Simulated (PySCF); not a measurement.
CH2F2, SMILES `FCF`.

Level of theory: PBE/def2-TZVP (PySCF), at a geometry from GFN2-xTB. No frequency check shows the geometry to be a minimum. A basis without diffuse functions makes polarisabilities too small.

Input

```python
import numpy as np
from pyscf import gto, scf, dft
from pyscf.scf import atom_ks, atom_hf
from scipy.linalg import block_diag

def solve(mol, dm0=None, hcore=None):
    mf = (dft.UKS if mol.spin else dft.RKS)(mol, xc='pbe')
    mf.grids.level = 3
    mf = mf.density_fit(auxbasis='def2-universal-jkfit')
    mf.conv_tol, mf.max_cycle = 1e-8, 80
    if hcore is not None:
        mf.get_hcore = lambda *args: hcore
    mf.kernel(dm0)
    if not mf.converged:
        mf = mf.newton().run(mf.mo_coeff, mf.mo_occ, max_cycle=30)
    assert mf.converged, 'SCF not converged'
    return mf

mol = gto.M(atom='''
F      1.08857     0.28904     0.00000
C     -0.00001    -0.49929     0.00000
F     -1.08856     0.28905     0.00000
H      0.00000    -1.10355    -0.91745
H      0.00000    -1.10355     0.91745
''', basis='def2-tzvp', charge=0, spin=0, verbose=4)
field = np.array([0.004, 0.0, 0.0])  # atomic units
mol.set_common_orig(mol.atom_charges() @ mol.atom_coords() / mol.atom_charges().sum())
mf = solve(mol)
out = dict(dm0=mf.make_rdm1(), d0=mf.dip_moment(unit='AU'), e0=mf.e_tot)
for name, sign in (('p', 1), ('m', -1)):
    h = mf.get_hcore() + sign * np.einsum('x,xij->ij', field, mol.intor('int1e_r'))
    mi = solve(mol, mf.make_rdm1(), h)
    out.update({'dm' + name: mi.make_rdm1(), 'd' + name: mi.dip_moment(unit='AU'), 'e' + name: mi.e_tot})
# spherically averaged free atoms, for the promolecule
atm = atom_ks.get_atm_nrks(mol, xc='pbe')
pro = block_diag(*[(atm[a[0]][2] * atm[a[0]][3]) @ atm[a[0]][2].T for a in mol._atom])
np.savez('result.npz', pro=pro, **out)
```

Launched as:

```sh
OMP_NUM_THREADS=1 python input.py
```

The run took 10 s on 1 thread of Intel(R) Xeon(R) Platinum 8488C (Sapphire Rapids), on a shared host, peak memory 0.37 GiB.

Partitions, critical points and surface values were worked out afterwards from this run's density.

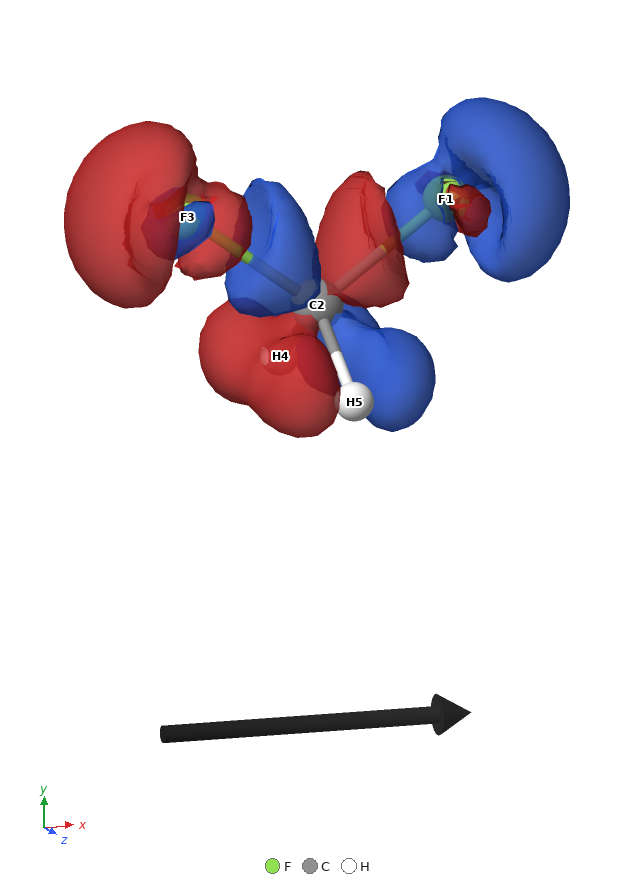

Change of the electron density in a uniform field of 0.21 V/Å along +x (arrow), surfaces at ±0.002 e/Å³ (red: gain, blue: loss).

What dipole is induced, and what polarisability does it imply?

Answer. The induced dipole is 0.17 D (along the field); α along this axis, from the fields in both directions, is 17 bohr³ (2.5 Å³).

Which atoms gain and lose the most charge?

Answer. Electrons gather most on F3 (Hirshfeld charge changes by −0.008 e) and leave F1 most (+0.008 e); 0.019 electrons are displaced in all.
